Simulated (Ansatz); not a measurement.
```yaml
crystal:
  lattice:
    - [5.05549, 0.00000, 0.00000]
    - [0.00000, 8.15964, 0.00000]
    - [0.00000, 0.00000, 8.25074]
  atoms:
    - { symbol: Pt, position: [0.00000, 0.00000, 0.50000] }
    - { symbol: Pt, position: [0.50000, 0.50000, 0.50000] }
    - { symbol: W, position: [0.00000, 0.50000, 0.00000] }
    - { symbol: W, position: [0.50000, 0.00000, 0.00000] }
    - { symbol: Se, position: [0.00000, 0.82533, 0.00000] }
    - { symbol: Se, position: [0.50000, 0.32533, 0.00000] }
    - { symbol: Se, position: [0.00000, 0.17467, 0.00000] }
    - { symbol: Se, position: [0.50000, 0.67467, 0.00000] }
    - { symbol: Se, position: [0.25000, 0.25000, 0.50000] }
    - { symbol: Se, position: [0.75000, 0.75000, 0.50000] }
    - { symbol: Se, position: [0.25000, 0.75000, 0.50000] }
    - { symbol: Se, position: [0.75000, 0.25000, 0.50000] }
```

Space group Cmmm; a structure generated by program, which may or may not match a known phase; spin-polarised.

Computed with DFT PBE, scalar-relativistic, plane waves, PAW (Ansatz 0.2.0).

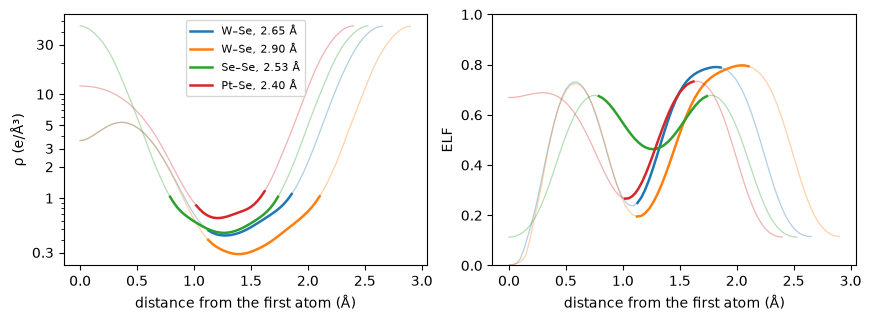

PtWSe4. Valence charge density (pseudo) and ELF along straight lines between neighbouring atoms. Thin, pale parts lie inside the atomic spheres.

The density is the valence pseudo-density of a PAW calculation; it isn't the true density close to the nuclei.

Q: Compare the contacts.

A: W–Se (2.65 Å): ρ is about 0.44 e/Å³ halfway; the ELF is about 0.50 at the midpoint.
W–Se (2.90 Å): ρ at the midpoint is about 0.29 e/Å³; the ELF is about 0.45 at the midpoint.
Se–Se (2.53 Å): ρ at the midpoint is about 0.46 e/Å³; the ELF is about 0.45 at the midpoint.
Pt–Se (2.40 Å): ρ at the midpoint is about 0.64 e/Å³; the ELF is about 0.35 at the midpoint.
